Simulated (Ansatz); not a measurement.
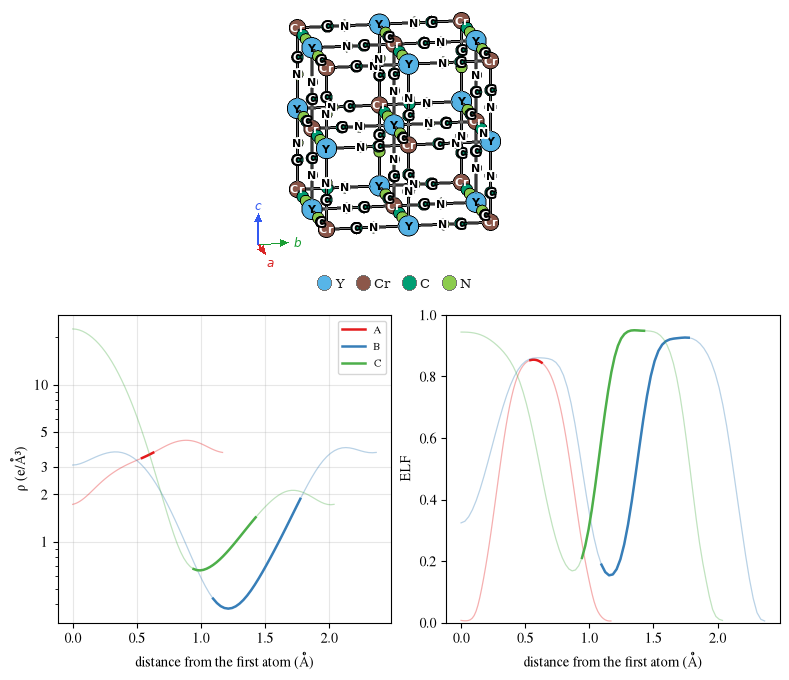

Figure. YCrC₆N₆. Valence pseudo-density and ELF along straight lines between neighbouring atoms. Thin, pale parts lie inside the atomic spheres. The structure is drawn too.

Space group Fm-3m; a structure generated by program, which may or may not match a known phase; spin-polarised.

Computed with Ansatz, DFT PBE, scalar-relativistic, plane waves, PAW.

In a PAW calculation such maps are meaningful between the atoms, not at the nuclei.

> Which curve belongs to which contact (Cr–C, C–N and Y–N)? The first atom named is at distance zero.

Curve A: C–N (1.17 Å): ρ is about 3.5 e/Å³ halfway; the ELF peaks at about 0.85 between the atoms (inside overlapping PAW spheres, so only a guide); a multiple bond. Curve B: Y–N (2.37 Å): the density is about 0.38 e/Å³ at the midpoint; the ELF peaks at about 0.95 in the valence shell of N, 0.6 Å from its nucleus, and drops to about 0.15 between the two atoms (a largely ionic contact). Curve C: Cr–C (2.04 Å): ρ at the midpoint is about 0.66 e/Å³; the ELF peaks at about 0.95 in the valence shell of C, 0.7 Å from its nucleus, and is about 0.35 at the midpoint.
